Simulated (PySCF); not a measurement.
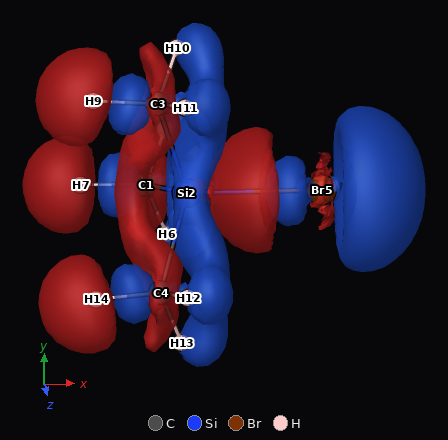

*C₃H₉BrSi, SMILES `C[Si](C)(C)Br`. Change of the electron density in a uniform field of 0.21 V/Å, surfaces at ±0.0015 e/Å³ (red: gain, blue: loss).*

PySCF calculation, B3LYP/def2-SVPD, gas phase; geometry: GFN2-xTB. No frequency check shows the geometry to be a minimum. GFN2-xTB bond lengths at metals and heavier atoms can be off by up to 0.1 Å and shapes distorted, which carries into these values.

Coordinates in Å:

```
C1      -1.3704   -0.3241   -1.7920
Si2     -0.8375   -0.0001    0.0000
C3      -1.3704    1.7140    0.6153
C4      -1.3705   -1.3899    1.1767
Br5      1.4204    0.0000   -0.0000
H6      -0.9939   -1.2790   -2.1488
H7      -2.4523   -0.3284   -1.8855
H8      -0.9942    0.4454   -2.4605
H9      -2.4523    1.7971    0.6583
H10     -0.9939    2.5004   -0.0333
H11     -0.9935    1.9085    1.6161
H12     -0.9940   -1.2214    2.1820
H13     -0.9935   -2.3538    0.8448
H14     -2.4524   -1.4686    1.2271
```

> Along which Cartesian direction does the field point?

Along +x: electrons gather on the −x side, against the field.

> What dipole is induced, and what polarisability does it imply?

The induced dipole is 0.94 D (along the field); α along this axis, from the fields in both directions, is 93 bohr³ (13.7 Å³).

> Which atoms gain and lose the most charge?

Electrons gather most on H7, H9 and H14 alike (Hirshfeld charge changes by −0.009 e) and leave Br5 most (+0.028 e); 0.078 electrons are displaced in all.
